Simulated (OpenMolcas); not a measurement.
AlH2Cl: single-point calculation

AlH2Cl, computed with CASSCF/STO-3G (OpenMolcas 26.06).

A bond length was changed on purpose from its optimised value.

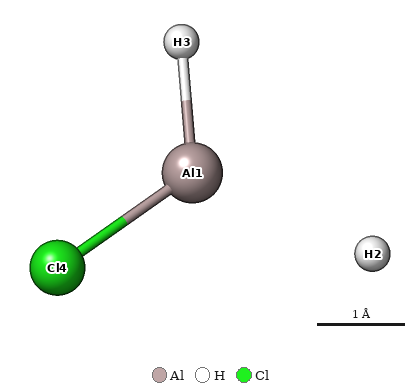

Figure 1. The input geometry (ball-and-stick view, seen at a tilt; atoms are numbered from 1 in the order of the input). Sticks mark near contacts.

### The input
```
&GATEWAY
BasLib=$CurrDir
Coord
4
angstrom
Al      -0.718818       0.069645      -0.009955
H        1.587020       0.109500       0.013310
H       -1.419688       1.438155      -0.027255
Cl      -1.754308      -1.657165       0.000645
Basis=STO-3G
Group=NoSym
&SEWARD
&RASSCF
FileOrb=$CurrDir/step1.UnaOrb
Spin=1
Nactel=2 0 0
Inactive=15
Ras2=2
OrbListing=Nothing
OrbAppear=Compact
```

Launched with:
```bash
export MOLCAS_MEM=1860
pymolcas step2.inp > step2.log
```

### Log
```
--- Start Module: gateway ---

                                              &GATEWAY

                       available to each process: 1.9 GB of memory, 1 thread

 Basis Set     1 Label: AL.STO-3G
 Basis set is read from library:.
 basistype.tbl is not found

 Basis Set     2 Label: H.STO-3G
 Basis set is read from library:.
 basistype.tbl is not found

 Basis Set     3 Label: CL.STO-3G
 Basis set is read from library:.
 basistype.tbl is not found

++    Symmetry information:
      ---------------------

                    Character Table for C1

                             E
                    a        1  x, y, xy, Rz, z, xz, Ry, yz, Rx, I
--

++    Basis set information:
      ----------------------

      Basis set label: AL.STO-3G.........

      Electronic valence basis set:
      ------------------
      Associated Effective Charge  13.000000 au
      Associated Actual Charge     13.000000 au
      Nuclear Model: Point charge

      Shell  nPrim  nBasis  Cartesian Spherical Contaminant
         s       9       3        X
         p       6       2        X

      Basis set label: H.STO-3G.........

      Electronic valence basis set:
      ------------------
      Associated Effective Charge   1.000000 au
      Associated Actual Charge      1.000000 au
      Nuclear Model: Point charge

      Shell  nPrim  nBasis  Cartesian Spherical Contaminant
         s       3       1        X

      Basis set label: CL.STO-3G.........

      Electronic valence basis set:
      ------------------
      Associated Effective Charge  17.000000 au
      Associated Actual Charge     17.000000 au
      Nuclear Model: Point charge

      Shell  nPrim  nBasis  Cartesian Spherical Contaminant
         s       9       3        X
         p       6       2        X
--

++    Molecular structure info:
      -------------------------

                    ************************************************
                    **** Cartesian Coordinates / bohr, angstrom ****
                    ************************************************

     Center  Label                x              y              z                     x              y              z
        1      AL1             -1.358369       0.131610      -0.018812             -0.718818       0.069645      -0.009955
        2      H2               2.999033       0.206925       0.025152              1.587020       0.109500       0.013310
        3      H3              -2.682822       2.717719      -0.051504             -1.419688       1.438155      -0.027255
        4      CL4             -3.315162      -3.131588       0.001219             -1.754308      -1.657165       0.000645

                    ***************************************
                    *    InterNuclear Distances / bohr    *
                    ***************************************

               1 AL1           2 H2            3 H3            4 CL4
    1 AL1      0.000000
    2 H2       4.358275        0.000000
    3 H3       2.905719        6.212362        0.000000
    4 CL4      3.804983        7.142499        5.883624        0.000000

                    *******************************************
                    *    InterNuclear Distances / angstrom    *
                    *******************************************

               1 AL1           2 H2            3 H3            4 CL4
    1 AL1      0.000000
    2 H2       2.306300        0.000000
    3 H3       1.537640        3.287440        0.000000
    4 CL4      2.013511        3.779648        3.113480        0.000000
--

            Nuclear Potential Energy             70.96895583 au

--- Stop Module: gateway /rc=_RC_ALL_IS_WELL_ ---

--- Start Module: seward ---

                                              &SEWARD

                       available to each process: 1.9 GB of memory, 1 thread

               SEWARD will generate:
                  Multipole Moment integrals up to order  2
                  Kinetic Energy integrals
                  Nuclear Attraction integrals (point charge)
                  One-Electron Hamiltonian integrals
                  Velocity integrals
                  Orbital angular momentum around ( -2.3803  -1.6104  -0.0077 )
                  Velocity quadrupole around ( -2.3803  -1.6104  -0.0077 )
                  Two-Electron Repulsion integrals

                   Integrals are discarded if absolute value <: 1.00E-14
                   Integral cutoff threshold is set to       <: 1.00E-16

            Nuclear Potential Energy             70.96895583 au

      Basis set specifications :
      Symmetry species         a
      Basis functions           20

--- Stop Module: seward /rc=_RC_ALL_IS_WELL_ ---

--- Start Module: rasscf ---

                                              &RASSCF

                       available to each process: 1.9 GB of memory, 1 thread

      Header of the ONEINT file:
      --------------------------

      OrdInt status: non-squared

      Cartesian coordinates in angstrom:
      -----------------------------------------------------
      No.  Label        X            Y            Z
      -----------------------------------------------------
       1   AL1       -0.71881800   0.06964500  -0.00995500
       2   H2         1.58702000   0.10950000   0.01331000
       3   H3        -1.41968800   1.43815500  -0.02725500
       4   CL4       -1.75430800  -1.65716500   0.00064500
      -----------------------------------------------------
      Nuclear repulsion energy =   70.96895583

++    Wave function specifications:
      -----------------------------

      Number of closed shell electrons          30
      Number of electrons in active shells       2
      Max number of holes in RAS1 space          0
      Max nr of electrons in RAS3 space          0
      Number of inactive orbitals               15
      Number of active orbitals                  2
      Number of secondary orbitals               3
      Spin quantum number                      0.0
      State symmetry                             1
--

++    Orbital specifications:
      -----------------------

      Symmetry species                           1
                                                 a
      Frozen orbitals                            0
      Inactive orbitals                         15
      Active orbitals                            2
      RAS1 orbitals                              0
      RAS2 orbitals                              2
      RAS3 orbitals                              0
      Secondary orbitals                         3
      Deleted orbitals                           0
      Number of basis functions                 20
--

++    CI expansion specifications:
      ----------------------------

      Number of CSFs                             3
      Number of spin combinations                3
      Number of determinants                     4
      Number of root(s) required                 1
      Root chosen for geometry opt.              1
      CI root used                               1

      highest root included in the CI            1
      max. size of the explicit Hamiltonian      3
--

++    Optimization specifications:
      ----------------------------

      RASSCF algorithm: Conventional
      Maximum number of macro iterations       200
      Maximum number of SX iterations          100
      Threshold for RASSCF energy            1.000E-08
      Threshold for max MO rotation          1.000E-01
      Threshold for max BLB element          1.000E-04
      Level shift parameter                  5.000E-01
      Make Quasi-Newton update
--

      The MO-coefficients are taken from the file:
      step1.UnaOrb
      Title:UHF natural orbitals

      Total molecular charge    0.00

      ************************************************************************************************************************
      *                                            Wave function control section                                             *
      ************************************************************************************************************************

                                         RASSCF iterations: Energy and convergence statistics
                                         ----------------------------------------------------

          iter iter root      energy       change     param      element    value   shift minimum  type update hh:mm:ss
 Nr of preliminary CI iterations:   1
        1   1    8    1  -694.73447675    0.00E+00   2.85E-02   17  18 1  6.39E-03*  0.05   0.00    SX    NO    0:00:00
        2   1    8    1  -694.73499015   -5.13E-04*  1.13E-02   16  18 1 -3.51E-03*  0.05   0.00    SX    NO    0:00:00
        3   1    7    1  -694.73509582   -1.06E-04*  5.92E-03   16  18 1 -1.78E-03*  0.05   0.00    SX    NO    0:00:00
        4   1    7    1  -694.73512337   -2.76E-05*  3.13E-03   16  18 1 -8.75E-04*  0.04   0.00    SX    NO    0:00:00
        5   1    6    1  -694.73513053   -7.15E-06*  3.16E-03   15  17 1 -4.33E-04*  0.04   2.02    LS   YES    0:00:00
        6   1    5    1  -694.73513301   -2.48E-06* -1.68E-04   12  17 1  2.74E-05   0.04   1.02    QN   YES    0:00:00
        7   1    5    1  -694.73513303   -1.59E-08*  9.43E-05   15  18 1  1.74E-05   0.04   1.64    QN   YES    0:00:00
        8   1    4    1  -694.73513303   -3.59E-09   1.42E-05   10  19 1  6.98E-06   0.04   0.91    QN   YES    0:00:00
      Convergence after  8 iterations
        9   1    4    1  -694.73513303   -1.16E-10   1.42E-05   16  19 1 -8.90E-07   0.04   0.91    QN   YES    0:00:00

      ************************************************************************************************************************
                                                      Wave function printout:
                       occupation of active orbitals, and spin coupling of open shells (u,d: Spin up or down)
      ************************************************************************************************************************

      Note: transformation to natural orbitals
      has been made, which may change the order of the CSFs.

      printout of CI-coefficients larger than  0.05 for root  1
      energy=    -694.735133
      conf/sym  11     Coeff  Weight
             1  20   0.95136 0.90509
             3  02  -0.30808 0.09491

      Natural orbitals and occupation numbers for root  1
      sym 1:   1.810174   0.189826

      ************************************************************************************************************************
      *                                                    Final results                                                     *
      ************************************************************************************************************************

++    Final optimization conditions:
      ------------------------------

      Average CI energy                            -694.73513303
      RASSCF energy for state  1                   -694.73513303
      Super-CI energy                                -0.00000000
      RASSCF energy change                           -0.00000000
      Max change in MO coefficients              -1.008E-05
      Max non-diagonal density matrix element     1.420E-05
      Maximum BLB matrix element                 -8.904E-07
      (orbital pair  16,  19 in symmetry   1)
      Norm of electronic gradient            2.077E-06
--

      Final state energy(ies):
      ------------------------

::    RASSCF root number  1 Total energy:   -694.73513303
      Von Neumann Entropy (Root   1) =  0.45266

      Mulliken population analysis for root number:  1
      -----------------------------------------------

++    Molecular charges:
      ------------------

      Mulliken charges per centre
      ---------------------------

                AL1     H2      H3      CL4
      Total   12.1072  1.1438  1.2478 17.5012

      N-E      0.8928 -0.1438 -0.2478 -0.5012

      Total electronic charge=   32.000000

      Total            charge=   -0.000000
--

      Expectation values of various properties for root number:  1
      -----------------------------------------------------------

++    Molecular properties:
      ---------------------

      Charge (e):
                      =   -0.0000
      Dipole Moment (debye):
      Origin of the operator (angstrom)=   -1.2596   -0.8522   -0.0041
                   X=  1.2027E+00               Y=  2.0971E+00               Z= -2.3421E-02           Total=  2.4176E+00
      Quadrupole Moment (debye*angstrom):
      Origin of the operator (angstrom)=   -1.2596   -0.8522   -0.0041
                  XX= -2.6421E+01              XY= -9.5064E-01              XZ= -5.0331E-02              YY= -2.6954E+01
                  YZ=  5.2412E-02              ZZ= -1.9977E+01
      In traceless form (debye*angstrom)
                  XX= -2.9559E+00              XY= -1.4260E+00              XZ= -7.5497E-02              YY= -3.7548E+00
                  YZ=  7.8618E-02              ZZ=  6.7107E+00
--

      Average orbitals are written to the RASORB file
      Natural orbitals for root   1 are written to the RASORB.1 file
      Spin density orbitals for root   1 are written to the SPDORB.1 file

--- Stop Module: rasscf /rc=_RC_ALL_IS_WELL_ ---

.##################.
.# Happy landing! #.
.##################.

    Timing: Wall=1.19 User=0.90 System=0.22
```

### Results in brief

| quantity | value |
| --- | --- |
| outcome | converged |
| total energy | −694.735133 hartree |
| CASSCF energy | −694.735133 hartree |
| basis functions | 20 |
| hardware | 1 thread of AMD EPYC (Zen 5), 64 GiB of memory available, shared host |
| wall time | 1.4 s |
| peak memory | 0.37 GiB |
